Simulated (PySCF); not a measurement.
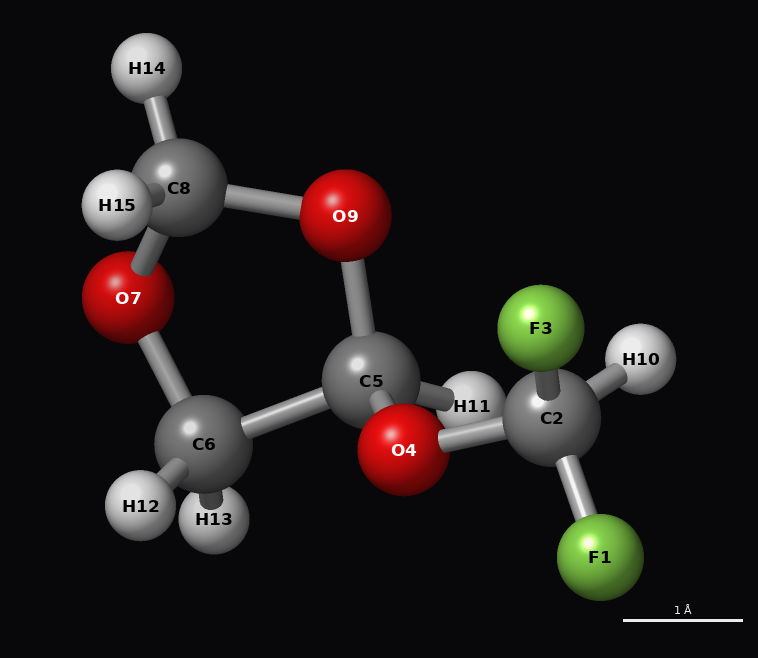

Atoms carry their numbers in the input. Geometry: a frame of a GFN2-xTB molecular-dynamics simulation, not a minimum.

List the bonds and their lengths.

```
  bond  length (Å)   order
 F1–C2       1.328  single
 C2–F3       1.359  single
 C2–O4       1.415  single
C2–H10       1.142  single
 O4–C5       1.386  single
 C5–C6       1.592  single
 C5–O9       1.431  single
C5–H11       1.138  single
 C6–O7       1.416  single
C6–H12       1.042  single
C6–H13       1.129  single
 O7–C8       1.388  single
 C8–O9       1.429  single
C8–H14       1.079  single
C8–H15       1.055  single
```
